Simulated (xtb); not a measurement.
# CF2GaNO: geometry relaxation (part 1 of 3)

The run: geometry relaxation of CF2GaNO, SMILES O=C=[N][Ga]([F])[F]. Method and program: GFN-FF, ALPB solvent woctanol (xtb 6.7.1).

The geometry comes from this level: PBE0-D4/def2-TZVP.

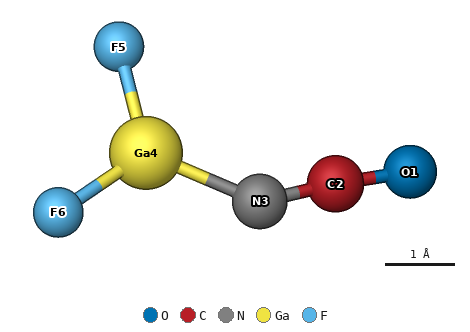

The input geometry (ball-and-stick view, seen at a tilt; atoms are numbered from 1 in the order of the input). Sticks mark near contacts.

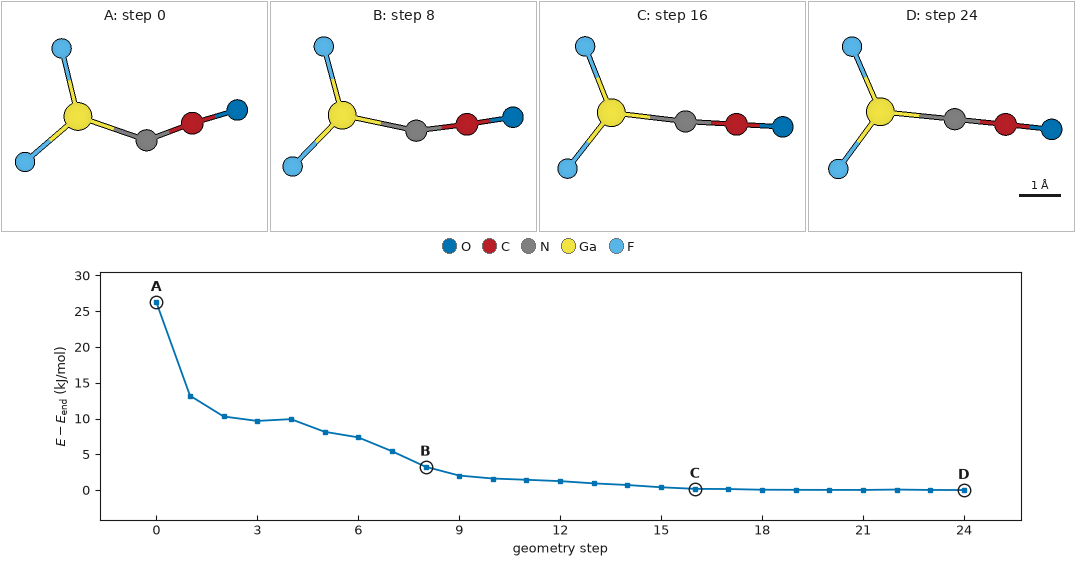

Frames of the relaxation (ball-and-stick view, seen on its broad side) above the curves, on which the letters mark them (steps are counted from 0).

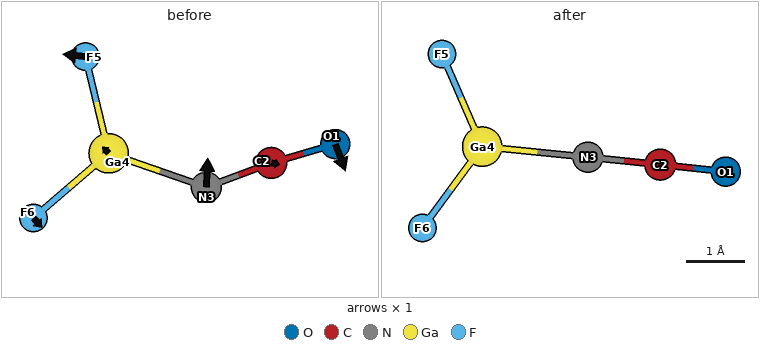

Before (left) and after (right) the relaxation, at one scale (ball-and-stick view, seen on its broad side). The black arrows give the displacements, at true length. Over 24 geometry steps the energy falls by 26.3 kJ/mol. The largest move after the best rigid fit is that of N3, 0.52 Å. By element the largest moves are N 0.52 Å, O 0.51 Å, F 0.41 Å, Ga 0.16 Å, C 0.16 Å. Distances before and after: C2–N3 1.206 → 1.264 Å, N3–Ga4 1.797 → 1.847 Å, Ga4–F5 1.730 → 1.755 Å, O1–C2 1.160 → 1.145 Å. Among the angles that change: C2–N3–Ga4 140.4° → 179.4°, O1–C2–N3 175.9° → 179.7°, N3–Ga4–F5 122.6° → 119.2°. (Atoms are counted from 1 in the order of the input.)

The input that produced these results follows, with the program's output.

**Input (mol.coord)**
```
$coord
      3.859387664323     -3.525662030714      1.125520879827  o
      2.032967364872     -2.318127037078      1.019507244236  c
      0.074455209310     -1.154055744309      1.030845600983  n
     -1.439593361740      1.431845484629     -0.566917837388  ga
      0.002078698737      3.096883173037     -2.983688578172  f
     -4.449738105656      2.348173682460      0.287427343556  f
$end
```

Launch command:
```bash
xtb mol.coord --alpb woctanol --opt --gfnff --parallel 1 | tee xtb.out
```

**Log**
```
* xtb version 6.7.1
   ID    Z sym.   atoms
    1    8 o      1
    2    6 c      2
    3    7 n      3
    4   31 ga     4
    5    9 f      5, 6

           -------------------------------------------------
          |                Calculation Setup                |
           -------------------------------------------------

          program call               : xtb mol.coord --alpb woctanol --opt --gfnff --parallel 1
          coordinate file            : mol.coord
          omp threads                :                     1

          ==================== Thresholds ====================
          CN  :   150.00000
          rep :   500.00000
          disp:  2500.00000
          HB1 :   250.00000
          HB2 :   450.00000

          Pauling EN used:
          Z : 6  EN :  2.55
          Z : 7  EN :  3.04
          Z : 8  EN :  3.44
          Z : 9  EN :  3.98
          Z :31  EN :  1.81
          electric field strengths (au): 0.000

           -------------------------------------------------
          |           Force Field Initialization            |
           -------------------------------------------------

          distances ...
          ----------------------------------------
          generating topology and atomic info file ...
          pair mat ...
          computing topology distances matrix with Floyd-Warshall algo ...
          making topology EEQ charges ...
          #fragments for EEQ constrain: 1
          ----------------------------------------
          generating topology and atomic info file ...
          pair mat ...
          computing topology distances matrix with Floyd-Warshall algo ...
          making topology EEQ charges ...
          #fragments for EEQ constrain: 1
          rings ...
          # BATM   10
          # H in HB   0

  atom   neighbors  erfCN metchar sp-hybrid imet pi  qest     coordinates
    1  o       1    0.98   0.00         2    0    1  -0.267    3.859388   -3.525662    1.125521
    2  c       2    1.99   0.00         1    0    1   0.234    2.032967   -2.318127    1.019507
    3  n       2    1.92   0.00         1    0    1  -0.020    0.074455   -1.154056    1.030846
    4  ga      3    2.85   0.08         2    1    0   0.204   -1.439593    1.431845   -0.566918
    5  f       1    0.98   0.00         0    0    0  -0.076    0.002079    3.096883   -2.983689
    6  f       1    0.98   0.00         0    0    0  -0.076   -4.449738    2.348174    0.287427

          #atoms :   6
          #bonds :   5
          #angl  :   5
          #tors  :   2
          #nmol  :   1
          #optfrag :   1
           -------------------------------------------------
          |                   G F N - F F                   |
          |          A general generic force-field          |
          |                  Version 1.0.3                  |
           -------------------------------------------------
      * Solvation model:               ALPB
        Solvent                        woctanol
        Parameter file                 internal GFN-FF/ALPB
        Dielectric constant                9.8629E+00
        Reference state                gsolv [1 M gas/solution]
        Free energy shift                  2.5326E-03 Eh       1.5893E+00 kcal/mol
        Temperature                        2.9815E+02 K
        Density                            8.3000E-01 kg/L
        Solvent mass                       1.3023E+02 g/mol
        Interaction kernel             P16
        Born radius scaling (c1)           1.7093E+00
        Born radii integrator          GBOBC
        Born offset                        0.0000E+00 a0       0.0000E+00 AA
        H-bond correction              true
        Ion screening                  false
        Surface tension                    1.0000E-05 Eh       1.5569E+01 dyn/cm
        Grid points                               230 per atom
          Number of HB bonds (bound hydrogen)     0
          Number of HB bonds (unbound hydrogen)   0
          Number of XB bonds                      0

 E+G (total)                   0 d,  0 h,  0 min,  0.000 sec
 distance/D3 list               ...        0 min,  0.000 sec (  0.696%)
 non bonded repulsion           ...        0 min,  0.000 sec (  6.977%)
 dCN                            ...        0 min,  0.000 sec (  1.566%)
 EEQ energy and q               ...        0 min,  0.000 sec (  4.182%)
 D3                             ...        0 min,  0.000 sec (  7.010%)
 EEQ gradient                   ...        0 min,  0.000 sec ( 10.348%)
 bonds                          ...        0 min,  0.000 sec (  4.854%)
 bend and torsion               ...        0 min,  0.000 sec (  5.832%)
 bonded ATM                     ...        0 min,  0.000 sec (  3.320%)
 HB/XB (incl list setup)        ...        0 min,  0.000 sec (  5.871%)
 GBSA                           ...        0 min,  0.000 sec ( 53.997%)

         :::::::::::::::::::::::::::::::::::::::::::::::::::::
         ::                     SUMMARY                     ::
         :::::::::::::::::::::::::::::::::::::::::::::::::::::
         :: total energy              -1.015580853614 Eh    ::
         :: total w/o Gsolv           -1.007749046196 Eh    ::
         :: total w/o Gsasa/hb        -1.009759346628 Eh    ::
         :: gradient norm              0.132143438060 Eh/a0 ::
         ::.................................................::
         :: bond energy               -1.001334308805 Eh    ::
         :: angle energy               0.003980655702 Eh    ::
         :: torsion energy             0.000118503344 Eh    ::
         :: repulsion energy           0.065238734860 Eh    ::
         :: electrostat energy        -0.074192197450 Eh    ::
         :: dispersion energy         -0.002210585684 Eh    ::
         :: HB energy                  0.000000000000 Eh    ::
         :: XB energy                  0.000000000000 Eh    ::
         :: bonded atm energy          0.000650151837 Eh    ::
         :: external energy            0.000000000000 Eh    ::
         :: -> Gsolv                  -0.007831807418 Eh    ::
         ::    -> Gborn               -0.002010300432 Eh    ::
         ::    -> Gsasa               -0.005787115682 Eh    ::
         ::    -> Ghb                 -0.002567031471 Eh    ::
         ::    -> Gshift               0.002532640167 Eh    ::
         :: add. restraining           0.000000000000 Eh    ::
         :: total charge              -0.000000000000 e     ::
         :::::::::::::::::::::::::::::::::::::::::::::::::::::

      -----------------------------------------------------------
     |                   =====================                   |
     |                        A N C O P T                        |
     |                   =====================                   |
     |               Approximate Normal Coordinate               |
     |                Rational Function Optimizer                |
      -----------------------------------------------------------
      -----------------------------------------------------------
     |                   =====================                   |
     |                        A N C O P T                        |
     |                   =====================                   |
     |               Approximate Normal Coordinate               |
     |                Rational Function Optimizer                |
      -----------------------------------------------------------

          ...................................................
          :                      SETUP                      :
          :.................................................:
          :   optimization level            normal          :
          :   max. optcycles                   200          :
          :   ANC micro-cycles                  20          :
          :   degrees of freedom                12          :
          :.................................................:
          :   RF solver                   davidson          :
          :   write xtbopt.log                true          :
          :   linear?                        false          :
          :   energy convergence         0.5000000E-05 Eh   :
          :   grad. convergence          0.1000000E-02 Eh/α :
          :   maxmium RF displ.          1.0000000          :
          :   Hlow (freq-cutoff)         0.1000000E-01      :
          :   Hmax (freq-cutoff)         5.0000000          :
          :   S6 in model hess.         20.0000000          :
          ...................................................

generating ANC from exact Hessian ...
Using GFN-FF Lindh-Hessian
 Shifting diagonal of input Hessian by    9.0446961836784558E-003
 Lowest  eigenvalues of input Hessian
    0.000000    0.000000    0.000000    0.000000    0.000000    0.000000
    0.010000    0.010374    0.046011    0.054025    0.137184    0.249114
    0.426993    1.068869    1.529455    1.597893    2.615631    3.419697
 Highest eigenvalues
    0.426993    1.068869    1.529455    1.597893    2.615631    3.419697

........................................................................
.............................. CYCLE    1 ..............................
........................................................................
     iter. time                 ...        0 min,  0.000 sec
 * total energy  :    -1.0155809 Eh     change        0.0000000E+00 Eh
   gradient norm :     0.1321434 Eh/α   predicted     0.0000000E+00 (   0.00%)
   displ. norm   :     0.1086312 α      lambda       -0.7520575E-02
   maximum displ.:     0.0652097 α      in ANC's #5, #7, #6, ...

........................................................................
.............................. CYCLE    2 ..............................
........................................................................
     iter. time                 ...        0 min,  0.000 sec
 * total energy  :    -1.0205601 Eh     change       -0.4979215E-02 Eh
   gradient norm :     0.0357609 Eh/α   predicted    -0.3804659E-02 ( -23.59%)
   displ. norm   :     0.0982462 α      lambda       -0.1764713E-02
   maximum displ.:     0.0544217 α      in ANC's #5, #4, #7, ...

........................................................................
.............................. CYCLE    3 ..............................
........................................................................
     iter. time                 ...        0 min,  0.000 sec
 * total energy  :    -1.0216698 Eh     change       -0.1109760E-02 Eh
   gradient norm :     0.0157707 Eh/α   predicted    -0.8908740E-03 ( -19.72%)
   displ. norm   :     0.0958717 α      lambda       -0.5056246E-03
   maximum displ.:     0.0596479 α      in ANC's #1, #4, #6, ...

........................................................................
.............................. CYCLE    4 ..............................
........................................................................
     iter. time                 ...        0 min,  0.000 sec
 * total energy  :    -1.0219062 Eh     change       -0.2363828E-03 Eh
   gradient norm :     0.0204036 Eh/α   predicted    -0.2551383E-03 (   7.93%)
   displ. norm   :     0.2240875 α      lambda       -0.1175369E-02
   maximum displ.:     0.1154930 α      in ANC's #4, #1, #2, ...

........................................................................
.............................. CYCLE    5 ..............................
........................................................................
     iter. time                 ...        0 min,  0.000 sec
 * total energy  :    -1.0218111 Eh     change        0.9510115E-04 Eh
   gradient norm :     0.0328627 Eh/α   predicted    -0.6171993E-03 (-748.99%)
   displ. norm   :     0.1018969 α      lambda       -0.1102001E-02
   maximum displ.:     0.0656583 α      in ANC's #2, #5, #7, ...

........................................................................
.............................. CYCLE    6 ..............................
........................................................................
     iter. time                 ...        0 min,  0.000 sec
 * total energy  :    -1.0224827 Eh     change       -0.6715972E-03 Eh
   gradient norm :     0.0191125 Eh/α   predicted    -0.5567219E-03 ( -17.10%)
   displ. norm   :     0.0477492 α      lambda       -0.3578946E-03
   maximum displ.:     0.0323655 α      in ANC's #4, #2, #6, ...

........................................................................
.............................. CYCLE    7 ..............................
........................................................................
     iter. time                 ...        0 min,  0.000 sec
 * total energy  :    -1.0227814 Eh     change       -0.2986519E-03 Eh
   gradient norm :     0.0127602 Eh/α   predicted    -0.1793561E-03 ( -39.94%)
   displ. norm   :     0.1926948 α      lambda       -0.9629368E-03
   maximum displ.:     0.1490914 α      in ANC's #4, #6, #2, ...

........................................................................
.............................. CYCLE    8 ..............................
........................................................................
     iter. time                 ...        0 min,  0.000 sec
 * total energy  :    -1.0235173 Eh     change       -0.7359062E-03 Eh
   gradient norm :     0.0186406 Eh/α   predicted    -0.4993443E-03 ( -32.15%)
   displ. norm   :     0.3147086 α      lambda       -0.1152958E-02
   maximum displ.:     0.2514853 α      in ANC's #4, #6, #11, ...

........................................................................
.............................. CYCLE    9 ..............................
........................................................................
     iter. time                 ...        0 min,  0.000 sec
 * total energy  :    -1.0243465 Eh     change       -0.8292062E-03 Eh
   gradient norm :     0.0217926 Eh/α   predicted    -0.6335681E-03 ( -23.59%)
   displ. norm   :     0.2352445 α      lambda       -0.7850479E-03
   maximum displ.:     0.1791092 α      in ANC's #4, #6, #7, ...
```
